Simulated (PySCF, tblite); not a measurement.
# C3H13N3Si: a rotation path, then NMR shifts on frames, part 2 of 2

tblite 0.8.0 and PySCF 2.14.0. Atoms count from 0. Earlier steps stand in the parts before.

## Step 5: Shielding tensors: image 5, PBE0/pcSseg-1

The job: settings as JSON, then the geometry in Å.

```
{"job": {"kind": "nmr", "xc": "PBE0", "basis": "pcSseg-1", "pop": false}, "charge": 0, "multiplicity": 1}
N     -1.348700     1.661600    -0.335100
C     -0.787200     1.316700     0.963900
C      0.141400     0.092700     0.895300
C     -0.637300    -1.172400     0.504300
N     -0.968800    -1.151000    -0.904400
N      1.274500     0.331400     0.031700
Si     2.131600    -0.848800    -0.876700
H     -0.603900     1.881800    -0.989600
H     -1.941800     2.480100    -0.252600
H     -1.624200     1.078700     1.627500
H     -0.226500     2.150400     1.422300
H      0.513000    -0.068600     1.923400
H     -1.516900    -1.244500     1.168700
H     -0.004600    -2.044300     0.690700
H     -1.512100    -0.315300    -1.102300
H     -1.511700    -1.968700    -1.155300
H      1.300600     1.275400    -0.316000
H      1.463000    -1.501000    -2.004700
H      2.579400    -1.868800     0.079200
H      3.275200    -0.074500    -1.373600
```

Level: GIAO PBE0/pcSseg-1 NMR shielding, non-relativistic, gas phase.

Standard output:

```text
coarse grid: 16128 points
cycle   1  E = -575.2748322765  dE =  6.328e-01  |g| = 5.434e-01  |ddm| = 3.847e+00
cycle   2  E = -575.2360757732  dE =  3.876e-02  |g| = 7.010e-01  |ddm| = 1.160e+00
cycle   3  E = -575.3409137556  dE = -1.048e-01  |g| = 6.631e-02  |ddm| = 7.108e-01
cycle   4  E = -575.3417072762  dE = -7.935e-04  |g| = 2.580e-02  |ddm| = 8.100e-02
cycle   5  E = -575.3418349568  dE = -1.277e-04  |g| = 9.172e-03  |ddm| = 3.004e-02
cycle   6  E = -575.3418520554  dE = -1.710e-05  |g| = 1.325e-03  |ddm| = 9.193e-03
cycle   7  E = -575.3418524274  dE = -3.720e-07  |g| = 3.758e-04  |ddm| = 1.619e-03
final grid: 148368 points
cycle   8  E = -575.3762483419  dE = -4.484e-05  |g| = 9.745e-03  |ddm| = 3.710e-02
cycle   9  E = -575.3762334467  dE =  1.490e-05  |g| = 1.279e-02  |ddm| = 2.010e-02
cycle  10  E = -575.3762704629  dE = -3.702e-05  |g| = 8.725e-04  |ddm| = 1.164e-02
cycle  11  E = -575.3762706056  dE = -1.428e-07  |g| = 3.191e-04  |ddm| = 1.021e-03
cycle  12  E = -575.3762706266  dE = -2.095e-08  |g| = 7.136e-05  |ddm| = 3.381e-04
cycle  13  E = -575.3762706276  dE = -1.007e-09  |g| = 2.301e-05  |ddm| = 9.545e-05
cycle  14  E = -575.3762706277  dE = -1.098e-10  |g| = 4.985e-06  |ddm| = 2.278e-05
converged SCF energy = -575.3762706277

GIAO shielding tensors (ppm)
atom      isotropic    diamagn.    paramagn.     s11        s22        s33       span
  0 N      233.208     315.771     -82.563    205.660    238.694    255.270     49.610
  1 C      131.587     245.389    -113.802    122.439    130.001    142.322     19.883
  2 C      132.360     240.590    -108.229    118.210    129.896    148.975     30.765
  3 C      132.617     247.319    -114.703    116.465    135.689    145.696     29.231
  4 N      231.298     316.023     -84.725    194.827    231.056    268.012     73.185
  5 N      245.693     324.212     -78.519    189.984    259.821    287.274     97.290
  6 Si     410.637     879.191    -468.554    346.381    399.052    486.479    140.098
  7 H       30.858      33.032      -2.174     22.911     32.193     37.469     14.559
  8 H       30.942      29.744       1.198     23.493     27.336     41.996     18.503
  9 H       28.775      30.402      -1.626     25.413     27.230     33.683      8.270
 10 H       28.152      30.150      -1.999     22.757     27.171     34.527     11.770
 11 H       28.287      30.616      -2.329     23.674     26.790     34.396     10.722
 12 H       28.227      30.830      -2.603     24.155     26.487     34.039      9.885
 13 H       28.334      31.709      -3.375     25.464     26.508     33.029      7.565
 14 H       28.407      31.849      -3.442     17.930     27.899     39.392     21.462
 15 H       31.503      31.094       0.409     24.242     28.002     42.265     18.023
 16 H       31.906      34.804      -2.898     22.726     31.365     41.627     18.902
 17 H       25.956      28.852      -2.896     21.211     26.283     30.373      9.162
 18 H       26.938      29.231      -2.293     23.591     24.651     32.572      8.981
 19 H       27.158      28.670      -1.511     23.301     25.332     32.842      9.542
```

It took 28 s on 1 thread of Arm Neoverse V1, shared host; peak memory 0.88 GiB.

Key values: δ C1 55.3, C2 54.6, C3 54.3, N4 36.4, H17 5.76, H18 4.78 ppm.

## Step 6: NMR shieldings: image 6, PBE0/pcSseg-1

The job: settings as JSON, then the geometry in Å.

```
{"job": {"kind": "nmr", "xc": "PBE0", "basis": "pcSseg-1", "pop": false}, "charge": 0, "multiplicity": 1}
N     -1.306900     1.614200    -0.405700
C     -0.817700     1.324100     0.933900
C      0.131500     0.111300     0.947400
C     -0.614700    -1.181300     0.598200
N     -0.873800    -1.231100    -0.823600
N      1.261800     0.320100     0.079300
Si     2.010700    -0.798500    -0.986700
H     -0.519300     1.792100    -1.022300
H     -1.890300     2.443900    -0.393400
H     -1.684000     1.100400     1.563900
H     -0.288000     2.179500     1.390800
H      0.484500     0.011200     1.991600
H     -1.525600    -1.225500     1.220800
H      0.012500    -2.037200     0.859800
H     -1.396000    -0.400300    -1.090000
H     -1.409200    -2.055800    -1.066900
H      1.480200     1.296400    -0.031900
H      1.369800    -1.147000    -2.256300
H      2.303400    -2.013800    -0.221100
H      3.266000    -0.091800    -1.291000
```

With the program's defaults for keys left out, this is: GIAO PBE0/pcSseg-1 NMR shielding, non-relativistic, gas phase.

Standard output:

```text
coarse grid: 16128 points
cycle   1  E = -575.2812910576  dE =  6.424e-01  |g| = 5.353e-01  |ddm| = 3.851e+00
cycle   2  E = -575.2421367031  dE =  3.915e-02  |g| = 6.954e-01  |ddm| = 1.152e+00
cycle   3  E = -575.3453958996  dE = -1.033e-01  |g| = 6.492e-02  |ddm| = 7.089e-01
cycle   4  E = -575.3461614732  dE = -7.656e-04  |g| = 2.460e-02  |ddm| = 7.879e-02
cycle   5  E = -575.3462764641  dE = -1.150e-04  |g| = 9.179e-03  |ddm| = 2.906e-02
cycle   6  E = -575.3462936338  dE = -1.717e-05  |g| = 1.337e-03  |ddm| = 8.998e-03
cycle   7  E = -575.3462940042  dE = -3.704e-07  |g| = 3.849e-04  |ddm| = 1.546e-03
final grid: 148368 points
cycle   8  E = -575.3803540272  dE = -4.414e-05  |g| = 9.537e-03  |ddm| = 3.702e-02
cycle   9  E = -575.3803393031  dE =  1.472e-05  |g| = 1.260e-02  |ddm| = 2.010e-02
cycle  10  E = -575.3803753179  dE = -3.601e-05  |g| = 8.451e-04  |ddm| = 1.157e-02
cycle  11  E = -575.3803754511  dE = -1.333e-07  |g| = 3.146e-04  |ddm| = 9.859e-04
cycle  12  E = -575.3803754715  dE = -2.036e-08  |g| = 6.825e-05  |ddm| = 3.224e-04
cycle  13  E = -575.3803754724  dE = -9.056e-10  |g| = 2.372e-05  |ddm| = 9.170e-05
converged SCF energy = -575.3803754724

GIAO shielding tensors (ppm)
atom      isotropic    diamagn.    paramagn.     s11        s22        s33       span
  0 N      233.234     315.731     -82.496    206.196    237.299    256.209     50.013
  1 C      130.510     245.812    -115.302    122.611    127.094    141.824     19.213
  2 C      132.435     240.398    -107.963    118.885    129.523    148.897     30.012
  3 C      133.981     246.651    -112.670    117.652    136.272    148.017     30.365
  4 N      227.636     316.457     -88.821    195.017    223.373    264.518     69.502
  5 N      244.528     324.037     -79.509    185.538    252.406    295.641    110.103
  6 Si     415.481     878.590    -463.109    351.242    404.180    491.020    139.779
  7 H       30.512      32.811      -2.299     22.428     32.022     37.087     14.659
  8 H       30.972      29.792       1.180     23.487     27.300     42.127     18.640
  9 H       28.824      30.457      -1.633     25.772     27.106     33.594      7.821
 10 H       28.314      30.399      -2.085     23.015     27.240     34.687     11.672
 11 H       28.185      30.306      -2.121     23.499     26.543     34.514     11.015
 12 H       28.243      30.527      -2.284     24.110     26.394     34.225     10.115
 13 H       28.144      31.324      -3.180     25.307     25.942     33.183      7.876
 14 H       28.372      31.804      -3.433     17.948     27.933     39.235     21.287
 15 H       31.325      31.124       0.200     24.140     27.866     41.967     17.827
 16 H       32.170      34.203      -2.033     23.149     30.995     42.366     19.217
 17 H       25.968      28.830      -2.862     21.468     25.837     30.600      9.132
 18 H       26.965      29.135      -2.171     23.645     24.579     32.669      9.024
 19 H       27.103      28.580      -1.477     23.153     25.411     32.745      9.592
```

It took 26 s on 1 thread of Arm Neoverse V1, shared host; peak memory 0.88 GiB.

This run: δ C1 56.4, C2 54.5, C3 52.9, N4 40.1, H17 5.75, H18 4.75 ppm.

## Step 7: Shielding tensors: image 8, PBE0/pcSseg-1

The job: settings as JSON, then the geometry in Å.

```
{"job": {"kind": "nmr", "xc": "PBE0", "basis": "pcSseg-1", "pop": false}, "charge": 0, "multiplicity": 1}
N     -1.208000     1.454900    -0.563100
C     -0.829200     1.350500     0.837800
C      0.104700     0.144000     1.086500
C     -0.578500    -1.183800     0.762500
N     -0.646100    -1.309800    -0.674500
N      1.316800     0.218900     0.330200
Si     1.679300    -0.644500    -1.117000
H     -0.363900     1.511600    -1.126300
H     -1.743200     2.302900    -0.718500
H     -1.742400     1.223400     1.428300
H     -0.314800     2.255100     1.207600
H      0.338000     0.155300     2.165500
H     -1.559800    -1.227200     1.258700
H      0.045000    -1.994700     1.147700
H     -1.239200    -0.571900    -1.045400
H     -0.992700    -2.217400    -0.960300
H      1.857600     1.039600     0.545800
H      0.994400    -0.267900    -2.362400
H      1.812600    -2.084700    -0.903700
H      3.064500    -0.143500    -1.302400
```

With the program's defaults for keys left out, this is: GIAO PBE0/pcSseg-1 NMR shielding, non-relativistic, gas phase.

Standard output:

```text
coarse grid: 16128 points
cycle   1  E = -575.2987943485  dE =  6.973e-01  |g| = 5.063e-01  |ddm| = 3.866e+00
cycle   2  E = -575.2655929785  dE =  3.320e-02  |g| = 6.528e-01  |ddm| = 1.108e+00
cycle   3  E = -575.3565202919  dE = -9.093e-02  |g| = 6.548e-02  |ddm| = 6.922e-01
cycle   4  E = -575.3573303115  dE = -8.100e-04  |g| = 2.257e-02  |ddm| = 7.677e-02
cycle   5  E = -575.3574251565  dE = -9.484e-05  |g| = 8.926e-03  |ddm| = 2.665e-02
cycle   6  E = -575.3574416040  dE = -1.645e-05  |g| = 1.395e-03  |ddm| = 8.953e-03
cycle   7  E = -575.3574419998  dE = -3.958e-07  |g| = 3.780e-04  |ddm| = 1.574e-03
final grid: 148368 points
cycle   8  E = -575.3909497664  dE = -4.551e-05  |g| = 9.851e-03  |ddm| = 3.708e-02
cycle   9  E = -575.3909325640  dE =  1.720e-05  |g| = 1.329e-02  |ddm| = 2.169e-02
cycle  10  E = -575.3909721909  dE = -3.963e-05  |g| = 8.189e-04  |ddm| = 1.264e-02
cycle  11  E = -575.3909723159  dE = -1.249e-07  |g| = 3.039e-04  |ddm| = 9.397e-04
cycle  12  E = -575.3909723350  dE = -1.911e-08  |g| = 6.734e-05  |ddm| = 3.104e-04
cycle  13  E = -575.3909723358  dE = -8.532e-10  |g| = 2.492e-05  |ddm| = 9.638e-05
converged SCF energy = -575.3909723358

GIAO shielding tensors (ppm)
atom      isotropic    diamagn.    paramagn.     s11        s22        s33       span
  0 N      232.253     316.212     -83.959    205.295    234.515    256.949     51.654
  1 C      129.041     244.840    -115.799    118.446    128.871    139.806     21.361
  2 C      133.692     241.677    -107.985    118.561    134.498    148.018     29.457
  3 C      136.921     245.530    -108.609    120.676    139.850    150.238     29.562
  4 N      210.940     318.982    -108.042    184.368    198.748    249.706     65.338
  5 N      242.671     322.719     -80.048    189.272    235.383    303.358    114.086
  6 Si     439.707     876.443    -436.736    367.929    438.410    512.783    144.853
  7 H       30.196      32.423      -2.227     22.609     31.191     36.787     14.178
  8 H       30.915      29.918       0.997     23.258     27.259     42.228     18.970
  9 H       28.763      30.156      -1.392     25.606     27.046     33.637      8.031
 10 H       28.484      30.172      -1.688     23.202     27.372     34.877     11.675
 11 H       28.507      30.239      -1.732     23.887     26.792     34.843     10.956
 12 H       28.241      29.845      -1.604     23.824     26.491     34.407     10.583
 13 H       28.265      30.304      -2.040     24.426     26.336     34.032      9.606
 14 H       27.683      31.894      -4.212     17.886     26.736     38.426     20.540
 15 H       31.127      31.675      -0.549     23.904     28.053     41.423     17.519
 16 H       31.880      33.035      -1.156     23.103     29.437     43.100     19.997
 17 H       26.509      29.184      -2.675     22.808     25.261     31.459      8.651
 18 H       26.794      29.056      -2.263     22.677     24.972     32.732     10.055
 19 H       27.003      28.514      -1.510     23.213     25.120     32.677      9.464
```

Run time: 26 s. Hardware: 1 thread of Arm Neoverse V1, shared host; peak memory 0.89 GiB.

Key values: δ C1 57.9, C2 53.2, C3 50.0, N4 56.8, H17 5.21, H18 4.92 ppm.

## Step 8: Side by side: NMR shifts

Shifts (ppm) of some atoms, chosen among heavy atoms and hydrogens apart, with basis size and wall time:

| frame | C2 | C3 | H14 | H16 | N4 | N5 | Si6 | functions | time |
| --- | --- | --- | --- | --- | --- | --- | --- | --- | --- |
| image 0 | 55.9 | 52.7 | 3.34 | 2.29 | 29.8 | 15.7 | -58.0 | 191 | 28 s |
| image 2 | 56.2 | 52.7 | 3.09 | 1.18 | 28.3 | 23.2 | -55.9 | 191 | 27 s |
| image 5 | 54.6 | 54.3 | 3.31 | -0.19 | 36.4 | 22.0 | -61.5 | 191 | 28 s |
| image 6 | 54.5 | 52.9 | 3.35 | -0.45 | 40.1 | 23.2 | -66.3 | 191 | 26 s |
| image 8 | 53.2 | 50.0 | 4.03 | -0.16 | 56.8 | 25.1 | -90.5 | 191 | 26 s |

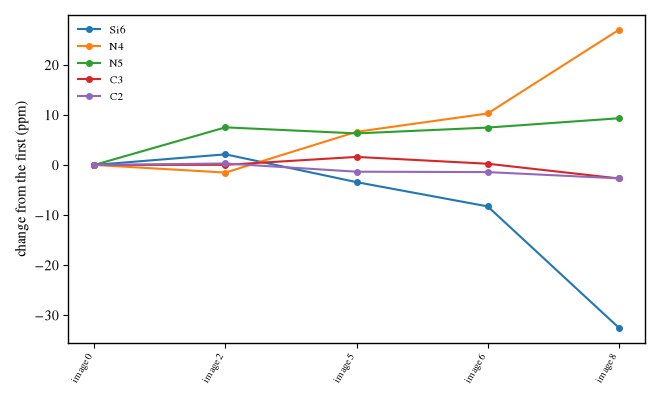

How five of the tabulated atoms move from run to run.

## Step 9: Outcome

What follows sums up all 2 parts.

| quantity | value |
| --- | --- |
| barrier | 0.182 eV (4.2 kcal/mol) at image 5 |
| end to end (GFN2-xTB) | -0.014 eV |
| 13C shifts against TMS (PBE0/pcSseg-1, image 0) | 55.9, 55.9, 52.7 ppm |
| 1H shifts against TMS (PBE0/pcSseg-1, image 0) | 4.85, 4.68, 4.53, 3.45, 3.44, 3.34, 3.14, 2.90, 2.66, 2.29, 1.12, 0.79, 0.32 ppm |
| 15N shifts against NH3 (PBE0/pcSseg-1, image 0) | 33.7, 29.8, 15.7 ppm |
| 29Si shifts against TMS (PBE0/pcSseg-1, image 0) | -58.0 ppm |
| range of the shift of Si6 | -90.5 to -55.9 ppm |

Along the band the dihedral turns by 120°, and the top (dihedral -25°) lies 4.2 kcal/mol above the start (GFN2-xTB, rough), so at room temperature this motion is fast. Ends this close can change order at a higher level. The top was not checked by a frequency run. Shifts at one fixed geometry are not the observed spectrum, which averages over the motion. In the first frame run (image 0): The widest tensor belongs to Si6: span 117 ppm, with a paramagnetic part of -473 ppm. In ppm, Si6 moves most: its shift spreads over 34.6 ppm, from -90.5 (image 8) to -55.9 (image 2).
